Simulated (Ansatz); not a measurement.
# One shape, several levels: ScN2H4F (SMILES [NH2][Sc]([NH2])[F])

Aim: a comparison of 6 runs (HF/3-21G, HF/pcseg-1, B3LYP/6-31G*, r2SCAN/6-31G*, CCSDT/STO-3G) of ScN2H4F. 

The calculation is run with Ansatz 0.2.0.

5 further runs of the same task are left out: 5 set aside as unsound or not needed.

### 1 Starting point

ScN2H4F: 8 atoms, total charge 0, spin state singlet. As SMILES, `[NH2][Sc]([NH2])[F]`. Geometry: relaxed at PBE0-D4/def2-TZVP. This is one conformer, not always the lowest.

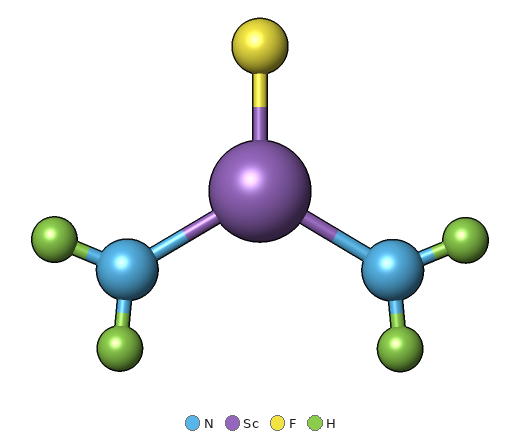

The structure, seen from a chosen angle (nitrogen blue, scandium purple, fluorine yellow, hydrogen green).

### 2 Energy and gradient at HF/3-21G (run 1)

in.yaml reads:

```yaml
crystal:
  periodic: [false, false, false]
  atoms:
    - {symbol: "N", position_ang: [0.685900, 1.525800, -0.468900]}
    - {symbol: Sc, position_ang: [-0.662100, 0.112600, -0.121900]}
    - {symbol: N, position_ang: [-0.045900, -1.634700, 0.586400]}
    - {symbol: F, position_ang: [-2.463900, 0.419300, -0.453000]}
    - {symbol: H, position_ang: [0.511500, 2.456500, -0.826900]}
    - {symbol: H, position_ang: [1.684400, 1.447400, -0.318400]}
    - {symbol: H, position_ang: [0.911800, -1.889200, 0.795700]}
    - {symbol: H, position_ang: [-0.621600, -2.437700, 0.807000]}
basis:
  gaussian: {orbitals: 3-21G-spherical.json}
hamiltonian: {xc: hf}
magnetization: {spin_polarized: false}
output: {forces: true, orbitals: {seedname: orbitals}}
accuracy: high
```

The basis set 3-21G is read from a file made from the Basis Set Exchange's data (not shown).

On the command line:

```bash
$ ansatz run in.yaml --threads 1 --pin off --max-ram 2610MiB --events-out events.jsonl --progress --plain --runs-dir runs
```

Output:

```text
Warning: RAYON_NUM_THREADS=1 ignored (pool sized by the plan → 1); use --threads N
Functional definition: HF
  name "HF"
  exchange = exact_x
  correlation = 0
1515 factors; integrals over basis functions are off by at most 9.1e-9 eV
mean field evaluation 1: about -26272.3817 eV, gradient 5.7e1 eV
mean field evaluation 2: about -26272.5435 eV, gradient 5.8e1 eV
mean field evaluation 4: about -26278.8792 eV, gradient 1.8e0 eV
mean field evaluation 8: about -26278.9309 eV, gradient 2.7e-1 eV
mean field evaluation 16: about -26278.9312 eV, gradient 2.9e-8 eV
mean field -26278.93118465 eV, -965.7329085367 hartree, gradient 3.0e-8 eV, S^2 0.000000; 0 other end points of the search recorded, 0 dependent functions left out
the calculation of the forces begins
reference -26278.93118465 eV, -965.7329085367 hartree; 24, 24 occupied and 38, 38 virtual orbitals, 1515 factors
Total energy: -26278.93118465 eV, -965.7329085367 hartree
Atom 0 at     0.685900     1.525800    -0.468900 Å, force    -0.035321     0.062443    -0.026141 eV/Å
Atom 1 at    -0.662100     0.112600    -0.121900 Å, force    -0.588394     0.101003    -0.108516 eV/Å
Atom 2 at    -0.045900    -1.634700     0.586400 Å, force    -0.061918    -0.049731     0.010569 eV/Å
Atom 3 at    -2.463900     0.419300    -0.453000 Å, force     0.914948    -0.155816     0.168153 eV/Å
Atom 4 at     0.511500     2.456500    -0.826900 Å, force    -0.053900    -0.098716     0.028803 eV/Å
Atom 5 at     1.684400     1.447400    -0.318400 Å, force    -0.101328    -0.053114     0.006568 eV/Å
Atom 6 at     0.911800    -1.889200     0.795700 Å, force    -0.068805     0.082726    -0.038453 eV/Å
Atom 7 at    -0.621600    -2.437700     0.807000 Å, force    -0.005281     0.111206    -0.040984 eV/Å
Dipole moment:     0.465264    -0.079271     0.085561 e Å
```

It took 0.98 s on 1 thread of AMD EPYC 9R45 (Zen 5), shared host.

### 3 Energy and gradient at HF/pcseg-1 (run 2)

molecule.yaml reads:

```yaml
crystal:
  periodic: [false, false, false]
  atoms:
    - {symbol: "N", position_ang: [0.685900, 1.525800, -0.468900]}
    - {symbol: Sc, position_ang: [-0.662100, 0.112600, -0.121900]}
    - {symbol: "N", position_ang: [-0.045900, -1.634700, 0.586400]}
    - {symbol: F, position_ang: [-2.463900, 0.419300, -0.453000]}
    - {symbol: H, position_ang: [0.511500, 2.456500, -0.826900]}
    - {symbol: H, position_ang: [1.684400, 1.447400, -0.318400]}
    - {symbol: H, position_ang: [0.911800, -1.889200, 0.795700]}
    - {symbol: H, position_ang: [-0.621600, -2.437700, 0.807000]}
basis:
  gaussian:
    orbitals: pcseg-1.json
hamiltonian:
  xc: hf
accuracy: high
output: {forces: true, orbitals: {seedname: orbitals}}
```

The basis set pcseg-1 is read from a file made from the Basis Set Exchange's data (not shown).

On the command line:

```bash
$ ansatz run molecule.yaml --threads 1 --pin off --max-ram 2610MiB --events-out events.jsonl --progress --plain --runs-dir runs
```

Output, shortened:

```text
Warning: RAYON_NUM_THREADS=1 ignored (pool sized by the plan → 1); use --threads N
[... 2 set-up lines as earlier in the session ...]
[...]
2190 factors; integrals over basis functions are off by at most 2.0e-8 eV
[...]
mean field -26406.71374709 eV, -970.4288310922 hartree, gradient 1.4e-8 eV, S^2 0.000000; 0 other end points of the search recorded, 0 dependent functions left out
[...]
reference -26406.71374709 eV, -970.4288310922 hartree; 24, 24 occupied and 69, 69 virtual orbitals, 2190 factors
Total energy: -26406.71374709 eV, -970.4288310922 hartree
Atom 0 at     0.685900     1.525800    -0.468900 Å, force     0.447731     0.474100    -0.116351 eV/Å
Atom 1 at    -0.662100     0.112600    -0.121900 Å, force     0.162491    -0.026843     0.029479 eV/Å
Atom 2 at    -0.045900    -1.634700     0.586400 Å, force     0.201014    -0.588440     0.237807 eV/Å
Atom 3 at    -2.463900     0.419300    -0.453000 Å, force    -0.557110     0.094756    -0.102382 eV/Å
Atom 4 at     0.511500     2.456500    -0.826900 Å, force     0.154771    -0.289678     0.123442 eV/Å
Atom 5 at     1.684400     1.447400    -0.318400 Å, force    -0.326261     0.123519    -0.084763 eV/Å
Atom 6 at     0.911800    -1.889200     0.795700 Å, force    -0.355439    -0.006871    -0.041009 eV/Å
Atom 7 at    -0.621600    -2.437700     0.807000 Å, force     0.272801     0.219457    -0.046224 eV/Å
Dipole moment:     0.483083    -0.082327     0.088806 e Å
```

Wall time 2.7 s (1 thread of AMD EPYC 9R45 (Zen 5), shared host); peak memory 0.31 GiB.

### 4 Energy and forces at B3LYP/6-31G(d) (spherical functions) (run 3)

job.yaml reads:

```yaml
crystal:
  periodic: [false, false, false]
  atoms:
    - {symbol: "N", position_ang: [0.685900, 1.525800, -0.468900]}
    - {symbol: Sc, position_ang: [-0.662100, 0.112600, -0.121900]}
    - {symbol: N, position_ang: [-0.045900, -1.634700, 0.586400]}
    - {symbol: F, position_ang: [-2.463900, 0.419300, -0.453000]}
    - {symbol: H, position_ang: [0.511500, 2.456500, -0.826900]}
    - {symbol: H, position_ang: [1.684400, 1.447400, -0.318400]}
    - {symbol: H, position_ang: [0.911800, -1.889200, 0.795700]}
    - {symbol: H, position_ang: [-0.621600, -2.437700, 0.807000]}
basis:
  gaussian:
    orbitals: 6-31G_st_-spherical.json
hamiltonian:
  xc: {name: B3LYP}
accuracy: high
output: {forces: true, orbitals: {seedname: orbitals}}
```

The basis set 6-31G* is read from a file made from the Basis Set Exchange's data (not shown).

On the command line:

```bash
$ ansatz run job.yaml --threads 1 --pin off --max-ram 2610MiB --events-out events.jsonl --progress --plain --runs-dir runs
```

Output, shortened:

```text
Warning: RAYON_NUM_THREADS=1 ignored (pool sized by the plan → 1); use --threads N
Functional definition: B3LYP
  name "B3LYP"
[...]
1943 factors; integrals over basis functions are off by at most 3.7e-9 eV
[...]
mean field -26464.97028399 eV, -972.5697193355 hartree, gradient 6.7e-8 eV, S^2 0.000000; 0 other end points of the search recorded, 0 dependent functions left out
[...]
reference -26464.97032882 eV, -972.5697209831 hartree; 24, 24 occupied and 60, 60 virtual orbitals, 1943 factors
Total energy: -26464.97032882 eV, -972.5697209831 hartree
Atom 0 at     0.685900     1.525800    -0.468900 Å, force    -0.228442    -0.187687     0.040304 eV/Å
Atom 1 at    -0.662100     0.112600    -0.121900 Å, force    -0.475806     0.081777    -0.087753 eV/Å
Atom 2 at    -0.045900    -1.634700     0.586400 Å, force    -0.129176     0.244758    -0.104473 eV/Å
Atom 3 at    -2.463900     0.419300    -0.453000 Å, force     0.523802    -0.089228     0.096280 eV/Å
Atom 4 at     0.511500     2.456500    -0.826900 Å, force    -0.048210     0.243444    -0.094161 eV/Å
Atom 5 at     1.684400     1.447400    -0.318400 Å, force     0.259120    -0.023228     0.040004 eV/Å
Atom 6 at     0.911800    -1.889200     0.795700 Å, force     0.250945    -0.062972     0.053468 eV/Å
Atom 7 at    -0.621600    -2.437700     0.807000 Å, force    -0.152233    -0.206864     0.056331 eV/Å
Dipole moment:     0.430827    -0.073395     0.079225 e Å
```

Wall time 5.1 s (1 thread of AMD EPYC 9R45 (Zen 5), shared host); peak memory 0.33 GiB.

Runs 4 to 5 aren't shown in full; the table further down has their settings and results.

### 5 Energy and forces at CCSDT/STO-3G (run 6)

run.yaml reads:

```yaml
crystal:
  periodic: [false, false, false]
  atoms:
    - {symbol: "N", position_ang: [0.685900, 1.525800, -0.468900]}
    - {symbol: Sc, position_ang: [-0.662100, 0.112600, -0.121900]}
    - {symbol: "N", position_ang: [-0.045900, -1.634700, 0.586400]}
    - {symbol: F, position_ang: [-2.463900, 0.419300, -0.453000]}
    - {symbol: H, position_ang: [0.511500, 2.456500, -0.826900]}
    - {symbol: H, position_ang: [1.684400, 1.447400, -0.318400]}
    - {symbol: H, position_ang: [0.911800, -1.889200, 0.795700]}
    - {symbol: H, position_ang: [-0.621600, -2.437700, 0.807000]}
basis:
  gaussian:
    orbitals: STO-3G
hamiltonian:
  pseudopotentials: {relativity: none}
correlation:
  method: ccsdt
  electrons: outside_noble_gas
  diis_vectors: 5
output: {forces: true, orbitals: {seedname: orbitals}}
```

On the command line:

```bash
$ ansatz run run.yaml --threads 1 --pin off --max-ram 2610MiB --events-out events.jsonl --progress --plain --runs-dir runs
```

Output, shortened:

```text
Warning: RAYON_NUM_THREADS=1 ignored (pool sized by the plan → 1); use --threads N
[... 2 set-up lines as earlier in the session ...]
[...]
752 factors; integrals over basis functions are off by at most 1.2e-7 eV
[...]
mean field -26128.59740581 eV, -960.2082440641 hartree, gradient 2.8e-6 eV, S^2 0.000000; 0 other end points of the search recorded, 0 dependent functions left out
12 core orbitals not correlated: weight in the atoms' cores, before any rotation towards them, 0.930 or more for the frozen orbitals, at most 0.066 for the correlated occupied ones
reference -26128.59740581 eV, -960.2082440641 hartree; 12, 12 occupied and 13, 13 virtual orbitals, 752 factors
second order -5.06678962 eV of doubles, -0.00000000 eV of singles
cycle   1  -5.39131551 eV  change   -3.2e-1 eV  update   1.4e-1
[...]
cycle  15  -6.21802413 eV  change   -2.4e-6 eV  update   2.0e-6
[...]
Total energy: -26134.81542994 eV, -960.4367522361 hartree
Atom 0 at     0.685900     1.525800    -0.468900 Å, force    -1.152090    -1.129769     0.268150 eV/Å
Atom 1 at    -0.662100     0.112600    -0.121900 Å, force    -0.856722     0.146904    -0.158067 eV/Å
Atom 2 at    -0.045900    -1.634700     0.586400 Å, force    -0.563744     1.416619    -0.582229 eV/Å
Atom 3 at    -2.463900     0.419300    -0.453000 Å, force    -0.398109     0.067687    -0.073227 eV/Å
Atom 4 at     0.511500     2.456500    -0.826900 Å, force    -0.172354     2.087970    -0.776811 eV/Å
Atom 5 at     1.684400     1.447400    -0.318400 Å, force     2.191083    -0.030796     0.278873 eV/Å
Atom 6 at     0.911800    -1.889200     0.795700 Å, force     2.040148    -0.688544     0.498792 eV/Å
Atom 7 at    -0.621600    -2.437700     0.807000 Å, force    -1.088212    -1.870072     0.544519 eV/Å
Dipole moment:     0.270080    -0.046013     0.049628 e Å
```

Wall time 4.8 s (1 thread of AMD EPYC 9R45 (Zen 5), shared host).

### 6 The series

| run | level | Cartesian functions | accuracy | energy (Eh) | dipole moment (D) | HOMO energy (eV) | LUMO energy (eV) | wall time |
| --- | --- | --- | --- | --- | --- | --- | --- | --- |
| 1 | HF/3-21G | no | high | -965.732909 | 2.30 | -9.87 | 1.21 | 0.98 s |
| 2 | HF/pcseg-1 | no | high | -970.428831 | 2.39 | -10.39 | 0.94 | 2.7 s |
| 3 | B3LYP/6-31G* (spherical functions) | no | high | -972.569721 | 2.13 | -6.33 | -1.45 | 5.1 s |
| 4 | r2SCAN/6-31G* (spherical functions) | no | high | -972.415000 | 2.13 | -5.47 | -1.54 | 6.6 s |
| 5 | B3LYP/6-31G* (Cartesian functions) | yes | high | -972.575917 | 2.11 | -6.33 | -1.45 | 5.1 s |
| 6 | CCSDT/STO-3G | no | medium | -960.436752 | 1.34 | -8.16 | 5.02 | 4.8 s |

### 7 What came out

| quantity | value |
| --- | --- |
| run 6: total energy | -960.43675 Eh |
| run 6: dipole moment (correlated density) | 1.34 D |
| run 6: HOMO energy (Hartree–Fock orbitals) | -8.16 eV |
| run 6: LUMO energy (Hartree–Fock orbitals) | 5.02 eV |
| run 6: HOMO–LUMO gap (Hartree–Fock orbitals) | 13.19 eV |
| run 6: correlation energy (12 core orbitals frozen) | -228.5 mEh |
| run 6: T1 diagnostic | 0.019 |
| run 6: largest force on an atom | 2.234 eV/Å |

In words: The dipole moment (its size) runs from 1.34 D (CCSDT/STO-3G) to 2.39 D (HF/pcseg-1). The two ends differ in method and basis. Over runs 1, 2, 3, 4, 5 the HOMO–LUMO gap runs from 3.93 eV (r2SCAN/6-31G*) to 11.33 eV (HF/pcseg-1). Totals of different functionals can't be ranked against each other. In run 6 the basis is minimal, so the values are rough. All runs together took 25 s, the longest 6.6 s.
